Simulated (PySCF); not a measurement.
# CH₃⁻: singlet, from a trigonal planar start

Aim: relax CH₃⁻ as a singlet from a trigonal planar start, check by its vibrations whether the end is a minimum, and collect its spectrum and constants.

The runs use PySCF 2.14.0; PBE0, basis C def2-TZVPD, H def2-TZVPD, no relativity, density fitting.

## 1. Where the work starts

4 atoms, charge -1, spin multiplicity 1.

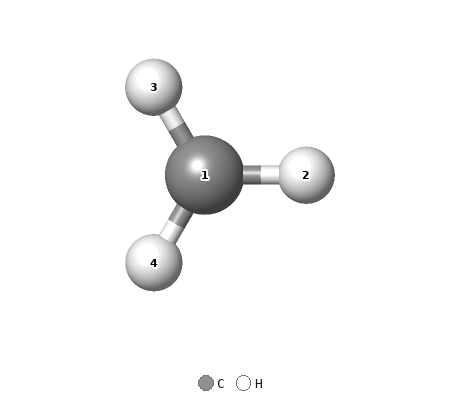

As it starts; carbon grey, hydrogen white; atoms are numbered from 1 in the order of the file.

```xyz
4
charge -1 multiplicity 1
C     0.0000    0.0000    0.0000
H     1.0700    0.0000    0.0000
H    -0.5350    0.9266    0.0000
H    -0.5350   -0.9266    0.0000
```

## 2. Finding the electronic state

The steps below are one call of a driver around PySCF. For each, scf.py gives the equivalent set-up of the SCF; relaxations use the driver's own optimiser. After this first run the driver tries any further starts and a stability analysis.

The input, scf.py:

```python
from pyscf import gto, scf, dft
mol = gto.M(atom='''
C      0.000000     0.000000     0.000000
H      1.070000     0.000000     0.000000
H     -0.535000     0.926600     0.000000
H     -0.535000    -0.926600     0.000000''',
    basis={'C': 'def2-TZVPD', 'H': 'def2-TZVPD'},
    charge=-1, spin=0)
mf = dft.RKS(mol, xc='PBE0')
mf.grids.atom_grid = (50, 194)
aux = {'C': 'def2-universal-JKFIT', 'H': 'def2-universal-JKFIT'}
mf = mf.density_fit(auxbasis=aux)
mf.conv_tol = 1e-08
mf.diis_space = 10
mf.max_cycle = 60
mf.init_guess = 'minao'
mf.verbose = 4
mf.kernel()
```

On the command line:

```sh
OMP_NUM_THREADS=2 python axn.py task.json out
```

Further steps of the session: Trigonal planar start, singlet: relaxation; Frequencies; Leaving the saddle point; Frequencies.

Before running it: what results should come out? Wanted: minimum; geometry; wavenumbers; dipole moment; highest occupied, lowest empty level; polar-tensor charge of C1; zero-point energy.

**Answer**, as computed:

```
                            quantity                                    value
                             minimum                             singlet, C3v
                            geometry      C–H 1.111 Å (×3); H–C–H 104.7° (×3)
                  wavenumbers (cm⁻¹)  977 (a1), 1423 (e), 2858 (a1), 2926 (e)
      dipole moment (centre of mass)                                   1.55 D
highest occupied, lowest empty level                            1.82, 5.28 eV
           polar-tensor charge of C1                                  -0.46 e
                   zero-point energy                              75.0 kJ/mol
                 entropy at 298.15 K                          193.3 J/(mol K)
```

**Reading.** From D3h at the start the molecule goes to a C3v minimum, after a stop at a saddle point 26.3 kJ/mol higher, from which it was pushed off along an imaginary mode. In the infrared the band at 2926 cm⁻¹ (e, stretch) leads. Other starts or spin states, not run here, may lie lower. The highest occupied level lies above zero: either self-interaction error lifts it or the extra electron is not bound, and the basis holds it in place.
